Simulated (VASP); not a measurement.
Band structure of CrO$_{2}$ (rutile). Calculation: PBE GGA with D3 dispersion (zero damping), VASP's PBE PAW potentials (set 64) (plane waves; VASP).

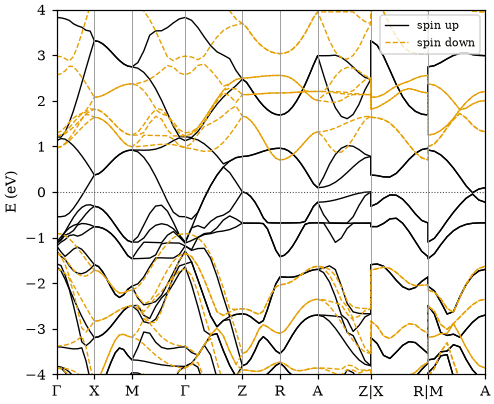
Figure. Bands along high-symmetry lines, zero at the valence-band maximum or, without a gap, the Fermi level

Read the plot: is there a gap, and where are the band edges?

It has no gap at this level: it comes out as a metal or semimetal. (Edges off the drawn lines would not show.)

The compound is CrO2 in the rutile structure. It was relaxed first.
